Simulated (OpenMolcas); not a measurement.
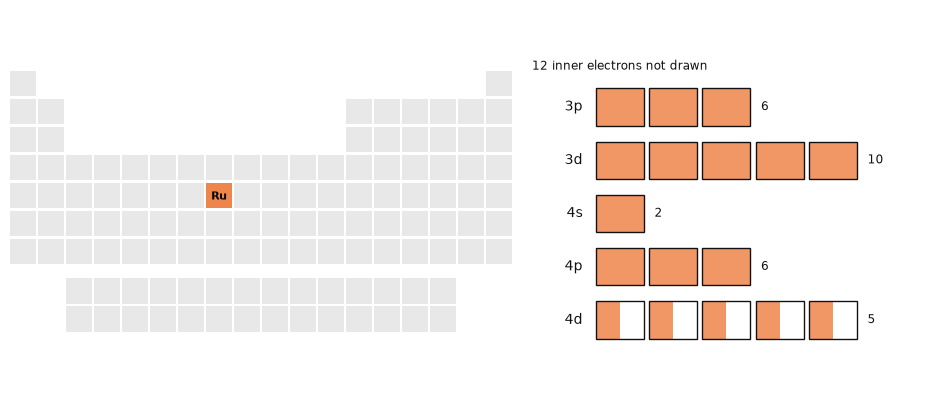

Figure 1. Left, the place of ruthenium in the periodic table; right, the outer shells of the leading configuration of the lowest level: a box for each of the 2l + 1 orbitals, shaded by the share of the shell that is filled, with the electron count at the right.

# Multiconfigurational calculation: Ru³⁺ complex (part 1 of 2)

System: Ru³⁺ with 6 ligands (Cl; tetragonal octahedron, 2.44 Å), neutralised by 6 outer point charges of +0.5 e, whose field is part of the energies.
Method: state-averaged CASSCF, active space 5 electrons in the shell 4d, basis ANO-RCC-VDZP on the metal and ANO-RCC-VDZP on the ligands, DKH2 scalar Hamiltonian, spin-orbit coupling by RASSI with atomic mean-field integrals (OpenMolcas).

## The input
```
&GATEWAY
Coord
7

Ru 0.0 0.0 0.0
Cl 2.440000 0.000000 0.000000
Cl 0.000000 2.440000 0.000000
Cl -2.440000 0.000000 0.000000
Cl 0.000000 -2.440000 0.000000
Cl 0.000000 0.000000 2.586400
Cl 0.000000 0.000000 -2.586400
Basis=Ru.ANO-RCC-VDZP,Cl.ANO-RCC-VDZP
Group=XYZ
NoMove
AngMom=0.0 0.0 0.0
AMFI
RICD
XField
3 Angstrom 0
5.240000 0.000000 0.000000 0.500000
0.000000 5.240000 0.000000 0.500000
0.000000 0.000000 5.386400 0.500000
&SEWARD
&RASSCF
FileOrb=start.orb
Symmetry=1
Spin=6
nActEl=5 0 0
Inactive=36 36
Ras2=5 0
CIRoot=1 1 1
SDav=1
CIMx=300
Iter=150 100
PrWF=0.3
OrbListing=Nothing
MaxOrb=0
LevShft=1.0
>>> COPY $Project.JobIph JOB001
&RASSCF
FileOrb=start.orb
Symmetry=1
Spin=4
nActEl=5 0 0
Inactive=36 36
Ras2=5 0
CIRoot=24 24 1
SDav=24
CIMx=300
Iter=150 100
PrWF=0.3
OrbListing=Nothing
MaxOrb=0
LevShft=1.0
>>> COPY $Project.JobIph JOB002
&RASSCF
FileOrb=start.orb
Symmetry=1
Spin=2
nActEl=5 0 0
Inactive=36 36
Ras2=5 0
CIRoot=75 75 1
SDav=75
CIMx=300
Iter=150 100
PrWF=0.3
OrbListing=Nothing
MaxOrb=0
LevShft=1.0
>>> COPY $Project.JobIph JOB003
&RASSI
NrOfJobIphs=3 1 24 75
1
1 2 3 4 5 6 7 8 9 10 11 12 13 14 15 16 17 18 19 20 21 22 23 24
1 2 3 4 5 6 7 8 9 10 11 12 13 14 15 16 17 18 19 20 21 22 23 24 25 26 27
28 29 30 31 32 33 34 35 36 37 38 39 40 41 42 43 44 45 46 47 48 49 50 51
52 53 54 55 56 57 58 59 60 61 62 63 64 65 66 67 68 69 70 71 72 73 74 75
IphNames
JOB001
JOB002
JOB003
EJob
SpinOrbit
DIPRint=1.0
SOCoupling=1000.0
Subsets=2
Property=9
'ANGMOM' 1 'ANGMOM' 2 'ANGMOM' 3 'MLTPL  1' 1 'MLTPL  1' 2 'MLTPL  1' 3
'AMFI' 1 'AMFI' 2 'AMFI' 3
SOProperty=3
'ANGMOM' 1 'ANGMOM' 2 'ANGMOM' 3
```

The file start.orb holds starting orbitals from an earlier step. A driver script formed the levels outside the program, from RASSI's spin-orbit matrix and the active-space energies, averaged over the components of each term or state.

Hardware: 1 thread of Arm Neoverse V2, 24 GiB of memory available, shared host.

Command:
```bash
OMP_NUM_THREADS=1 MOLCAS_MEM=2457 MOLCAS_PROJECT=a pymolcas a.inp > a.log  # once for each step of the input, in one work folder
```

## Log (extracts)
```
--- SEWARD ---
Basis set label: RU.ANO-RCC...6S5P3D1F.

      Electronic valence basis set:
      ------------------
      Associated Effective Charge  44.000000 au
      Associated Actual Charge     44.000000 au
      Nuclear Model: Point charge

      Shell  nPrim  nBasis  Cartesian Spherical Contaminant
         s      21       6        X
         p      18       5        X
         d      13       3                 X
         f       6       1                 X
                  Relativistic Douglas-Kroll-Hess integrals:
                    - DKH order of Hamiltonian: 2
                    - DKH order of Properties : 0
                  Atomic mean-field integrals
--- RASSCF ---
Wave function specifications:
      -----------------------------

      Number of closed shell electrons         144
      Number of electrons in active shells       5
      Max number of holes in RAS1 space          0
      Max nr of electrons in RAS3 space          0
      Number of inactive orbitals               72
      Number of active orbitals                  5
      Number of secondary orbitals              74
      Spin quantum number                      2.5
      State symmetry                             1
Orbital specifications:
      -----------------------

      Symmetry species                           1   2
                                                ag  au
      Frozen orbitals                            0   0
      Inactive orbitals                         36  36
      Active orbitals                            5   0
      RAS1 orbitals                              0   0
      RAS2 orbitals                              5   0
      RAS3 orbitals                              0   0
      Secondary orbitals                        34  40
      Deleted orbitals                           0   0
      Number of basis functions                 75  76
      Number of CSFs                             1
      Number of root(s) required                 1
      Iter CI   SX   CI       RASSCF       Energy    max ROT     max BLB   max BLB  Level Ln srch  Step   QN
          iter iter root      energy       change     param      element    value   shift minimum  type update
 Nr of preliminary CI iterations:   1
      Total energies have been shifted. Add                -7000.00 au
        1   1   10    1  -293.35489900    0.00E+00   7.20E-02   41  47 1  2.23E-01*  1.27   0.00    SX    NO
        2   1   10    1  -293.79701318   -4.42E-01* -6.56E-02   14  44 2  1.04E-01*  1.05   0.00    SX    NO
        3   1   10    1  -293.91551733   -1.19E-01* -4.38E-02   25  41 1 -4.97E-02*  0.95   0.00    SX    NO
        4   1   10    1  -293.94649872   -3.10E-02*  2.73E-02   36  39 1  3.07E-02*  0.90   0.00    SX    NO
        5   1    9    1  -293.95639555   -9.90E-03*  3.33E-02   36  39 1  2.01E-02*  0.88   2.45    LS   YES
        6   1    9    1  -293.96165697   -5.26E-03*  1.26E-02   41  47 1 -1.08E-02*  0.86   1.18    QN   YES
        7   1    9    1  -293.96295519   -1.30E-03*  8.80E-03    9  49 2 -5.30E-03*  0.86   1.73    LS   YES
        8   1    9    1  -293.96323196   -2.77E-04* -1.91E-03    9  49 2 -5.14E-03*  0.86   1.04    QN   YES
        9   1    8    1  -293.96342076   -1.89E-04* -1.12E-03   30  67 1 -1.87E-03*  0.86   1.59    LS   YES
       10   1    8    1  -293.96345105   -3.03E-05* -1.52E-03    9  49 2  3.57E-03*  0.86   1.01    QN   YES
       11   1    8    1  -293.96348180   -3.08E-05* -1.18E-03    9  49 2  1.13E-03*  0.86   1.78    LS   YES
       12   1    7    1  -293.96348915   -7.34E-06* -8.61E-04    8  47 1 -1.25E-03*  0.86   1.01    QN   YES
       13   1    7    1  -293.96349396   -4.81E-06*  4.81E-04   30  67 1  3.33E-04*  0.86   1.50    QN   YES
       14   1    6    1  -293.96349558   -1.62E-06*  2.21E-04    8  47 1  1.99E-04*  0.86   1.26    QN   YES
       15   1    6    1  -293.96349582   -2.46E-07*  1.09E-04    8  47 1  7.53E-05   0.86   1.40    QN   YES
       16   1    5    1  -293.96349588   -6.17E-08* -3.81E-05   14  42 1  3.73E-05   0.86   1.36    QN   YES
       17   1    5    1  -293.96349590   -1.40E-08*  1.11E-05   14  42 1  1.72E-05   0.86   1.37    QN   YES
       18   1    5    1  -293.96349590   -3.01E-09   3.99E-06   41  47 1  6.06E-06   0.86   1.33    QN   YES
      Convergence after 18 iterations
       19   1    5    1  -293.96349590   -6.88E-10   3.99E-06    9  46 2 -2.57E-06   0.86   1.33    QN   YES
      Natural orbitals and occupation numbers for root  1
      sym 1:   1.000000   1.000000   1.000000   1.000000   1.000000
::    RASSCF root number  1 Total energy:  -7293.96349590
--- RASSCF ---
Wave function specifications:
      -----------------------------

      Number of closed shell electrons         144
      Number of electrons in active shells       5
      Max number of holes in RAS1 space          0
      Max nr of electrons in RAS3 space          0
      Number of inactive orbitals               72
      Number of active orbitals                  5
      Number of secondary orbitals              74
      Spin quantum number                      1.5
      State symmetry                             1
Orbital specifications:
      -----------------------

      Symmetry species                           1   2
                                                ag  au
      Frozen orbitals                            0   0
      Inactive orbitals                         36  36
      Active orbitals                            5   0
      RAS1 orbitals                              0   0
      RAS2 orbitals                              5   0
      RAS3 orbitals                              0   0
      Secondary orbitals                        34  40
      Deleted orbitals                           0   0
      Number of basis functions                 75  76
      Number of CSFs                            24
      Number of root(s) required                24
      Iter CI   SX   CI       RASSCF       Energy    max ROT     max BLB   max BLB  Level Ln srch  Step   QN
          iter iter root      energy       change     param      element    value   shift minimum  type update
 Nr of preliminary CI iterations:   1
      Total energies have been shifted. Add                -7000.00 au
        1   1    9    0  -293.83182898    0.00E+00   1.12E-02   37  43 1 -1.73E-02*  0.87   0.00    SX    NO
        2   1    8    0  -293.83376396   -1.93E-03* -8.68E-03   29  41 1  1.03E-02*  0.87   0.00    SX    NO
        3   1    8    0  -293.83461468   -8.51E-04* -5.93E-03   29  41 1  6.98E-03*  0.87   0.00    SX    NO
        4   1    8    0  -293.83502494   -4.10E-04* -4.31E-03   29  41 1  4.94E-03*  0.87   0.00    SX    NO
        5   1    8    0  -293.83522958   -2.05E-04* -6.28E-03   30  39 1  3.55E-03*  0.87   2.50    LS   YES
        6   1    8    0  -293.83540382   -1.74E-04* -4.21E-03   30  39 1  1.52E-03*  0.86   1.68    LS   YES
        7   1    7    0  -293.83543823   -3.44E-05*  3.94E-04   28  42 1 -1.21E-03*  0.86   1.02    QN   YES
        8   1    7    0  -293.83544313   -4.89E-06*  4.98E-04   28  42 1 -7.55E-04*  0.86   2.27    LS   YES
        9   1    7    0  -293.83544535   -2.23E-06* -2.10E-04   22  47 2 -5.67E-04*  0.86   1.00    QN   YES
       10   1    6    0  -293.83544612   -7.63E-07*  1.40E-04   29  41 1 -1.23E-04*  0.86   1.12    QN   YES
       11   1    6    0  -293.83544625   -1.37E-07*  1.37E-04   29  41 1 -8.86E-05   0.86   1.98    LS   YES
       12   1    6    0  -293.83544629   -4.20E-08* -3.56E-05   23  45 2 -5.55E-05   0.86   0.96    QN   YES
       13   1    5    0  -293.83544632   -2.85E-08* -5.71E-05   29  41 1 -3.03E-05   0.86   1.68    QN   YES
       14   1    5    0  -293.83544633   -1.10E-08* -2.83E-05   28  42 1  1.49E-05   0.86   1.26    QN   YES
       15   1    5    0  -293.83544634   -2.49E-09  -2.02E-05   28  42 1  1.03E-05   0.86   1.46    QN   YES
      Convergence after 15 iterations
       16   1    5    0  -293.83544634   -9.64E-10  -2.02E-05   28  48 1  3.35E-06   0.86   1.46    QN   YES
      Natural orbitals and occupation numbers for root  1
      sym 1:   1.981033   1.000000   0.018967   1.000000   1.000000
      Natural orbitals and occupation numbers for root  2
      sym 1:   1.010839   1.971368   1.000518   0.989299   0.027976
      Natural orbitals and occupation numbers for root  3
      sym 1:   1.010839   0.989299   0.027976   1.971368   1.000518
::    RASSCF root number  1 Total energy:  -7293.92847083
::    RASSCF root number  2 Total energy:  -7293.91929528
::    RASSCF root number  3 Total energy:  -7293.91929528
::    RASSCF root number  4 Total energy:  -7293.89826087
::    RASSCF root number  5 Total energy:  -7293.89826087
::    RASSCF root number  6 Total energy:  -7293.88606166
::    RASSCF root number  7 Total energy:  -7293.86848604
::    RASSCF root number  8 Total energy:  -7293.86751081
::    RASSCF root number  9 Total energy:  -7293.86368646
::    RASSCF root number 10 Total energy:  -7293.84774939
::    RASSCF root number 11 Total energy:  -7293.84774939
::    RASSCF root number 12 Total energy:  -7293.84547113
::    RASSCF root number 13 Total energy:  -7293.84274941
::    RASSCF root number 14 Total energy:  -7293.84236353
::    RASSCF root number 15 Total energy:  -7293.80737801
::    RASSCF root number 16 Total energy:  -7293.80737801
::    RASSCF root number 17 Total energy:  -7293.80368840
::    RASSCF root number 18 Total energy:  -7293.80080059
::    RASSCF root number 19 Total energy:  -7293.77406078
::    RASSCF root number 20 Total energy:  -7293.77406078
::    RASSCF root number 21 Total energy:  -7293.76493466
::    RASSCF root number 22 Total energy:  -7293.75991402
::    RASSCF root number 23 Total energy:  -7293.74154294
::    RASSCF root number 24 Total energy:  -7293.74154294
--- RASSCF ---
Wave function specifications:
      -----------------------------

      Number of closed shell electrons         144
      Number of electrons in active shells       5
      Max number of holes in RAS1 space          0
      Max nr of electrons in RAS3 space          0
      Number of inactive orbitals               72
      Number of active orbitals                  5
      Number of secondary orbitals              74
      Spin quantum number                      0.5
      State symmetry                             1
Orbital specifications:
      -----------------------

      Symmetry species                           1   2
                                                ag  au
      Frozen orbitals                            0   0
      Inactive orbitals                         36  36
      Active orbitals                            5   0
      RAS1 orbitals                              0   0
      RAS2 orbitals                              5   0
      RAS3 orbitals                              0   0
      Secondary orbitals                        34  40
      Deleted orbitals                           0   0
      Number of basis functions                 75  76
      Number of CSFs                            75
      Number of root(s) required                75
      Iter CI   SX   CI       RASSCF       Energy    max ROT     max BLB   max BLB  Level Ln srch  Step   QN
          iter iter root      energy       change     param      element    value   shift minimum  type update
 Nr of preliminary CI iterations:   1
      Total energies have been shifted. Add                -7000.00 au
        1   1    9    0  -293.76087098    0.00E+00  -6.46E-03   38  44 1 -1.02E-02*  0.86   0.00    SX    NO
        2   1    8    0  -293.76161674   -7.46E-04*  4.92E-03   33  38 1 -5.29E-03*  0.85   0.00    SX    NO
        3   1    8    0  -293.76195639   -3.40E-04*  3.56E-03   33  38 1 -3.83E-03*  0.85   0.00    SX    NO
        4   1    8    0  -293.76212419   -1.68E-04* -2.66E-03   33  38 1 -2.86E-03*  0.85   0.00    SX    NO
        5   1    8    0  -293.76220996   -8.58E-05* -3.92E-03   33  38 1 -2.13E-03*  0.85   2.50    LS   YES
        6   1    7    0  -293.76228529   -7.53E-05* -2.86E-03   33  38 1 -1.05E-03*  0.85   1.74    LS   YES
        7   1    7    0  -293.76230194   -1.67E-05*  3.65E-04   28  42 1 -7.73E-04*  0.85   1.01    QN   YES
        8   1    7    0  -293.76230475   -2.81E-06*  5.47E-04   28  42 1 -4.86E-04*  0.85   2.50    LS   YES
        9   1    7    0  -293.76230656   -1.81E-06*  2.74E-04   23  47 2 -4.01E-04*  0.85   1.13    QN   YES
       10   1    6    0  -293.76230712   -5.65E-07* -1.61E-04   29  39 1  1.03E-04*  0.85   1.21    QN   YES
       11   1    6    0  -293.76230731   -1.83E-07* -1.43E-04   38  44 1 -6.76E-05   0.85   1.88    LS   YES
       12   1    6    0  -293.76230736   -5.05E-08*  4.07E-05   23  47 2  6.07E-05   0.85   0.98    QN   YES
       13   1    6    0  -293.76230739   -3.74E-08*  3.05E-05   28  42 1  3.47E-05   0.85   1.59    QN   YES
       14   1    5    0  -293.76230741   -1.10E-08* -1.88E-05   28  42 1  1.56E-05   0.85   1.23    QN   YES
       15   1    5    0  -293.76230741   -1.99E-09  -1.73E-05   36  38 1  6.48E-06   0.85   1.62    QN   YES
      Convergence after 15 iterations
       16   1    5    0  -293.76230741   -8.85E-10  -1.73E-05   36  38 1  3.43E-06   0.85   1.62    QN   YES
      Natural orbitals and occupation numbers for root  1
      sym 1:   1.040446   1.939929   0.021258   1.939929   0.058437
      Natural orbitals and occupation numbers for root  2
      sym 1:   1.920264   1.917569   0.088891   1.059404   0.013872
      Natural orbitals and occupation numbers for root  3
      sym 1:   1.920264   1.917569   0.088891   1.059404   0.013872
::    RASSCF root number  1 Total energy:  -7293.92145490
::    RASSCF root number  2 Total energy:  -7293.91981528
::    RASSCF root number  3 Total energy:  -7293.91981528
::    RASSCF root number  4 Total energy:  -7293.88077527
::    RASSCF root number  5 Total energy:  -7293.87243977
::    RASSCF root number  6 Total energy:  -7293.87243977
::    RASSCF root number  7 Total energy:  -7293.87235586
::    RASSCF root number  8 Total energy:  -7293.86992624
::    RASSCF root number  9 Total energy:  -7293.86018201
::    RASSCF root number 10 Total energy:  -7293.86018201
::    RASSCF root number 11 Total energy:  -7293.85692091
::    RASSCF root number 12 Total energy:  -7293.85111579
::    RASSCF root number 13 Total energy:  -7293.84090749
::    RASSCF root number 14 Total energy:  -7293.84090749
::    RASSCF root number 15 Total energy:  -7293.83022157
::    RASSCF root number 16 Total energy:  -7293.83022157
::    RASSCF root number 17 Total energy:  -7293.82649537
::    RASSCF root number 18 Total energy:  -7293.82628133
::    RASSCF root number 19 Total energy:  -7293.82147428
::    RASSCF root number 20 Total energy:  -7293.82103411
::    RASSCF root number 21 Total energy:  -7293.81738929
::    RASSCF root number 22 Total energy:  -7293.81738929
::    RASSCF root number 23 Total energy:  -7293.81550075
::    RASSCF root number 24 Total energy:  -7293.81098793
::    RASSCF root number 25 Total energy:  -7293.81096149
::    RASSCF root number 26 Total energy:  -7293.80020040
::    RASSCF root number 27 Total energy:  -7293.79719425
::    RASSCF root number 28 Total energy:  -7293.79636539
::    RASSCF root number 29 Total energy:  -7293.79268372
::    RASSCF root number 30 Total energy:  -7293.79268372
```

(Continued in part 2.) Outcome of the run: converged.
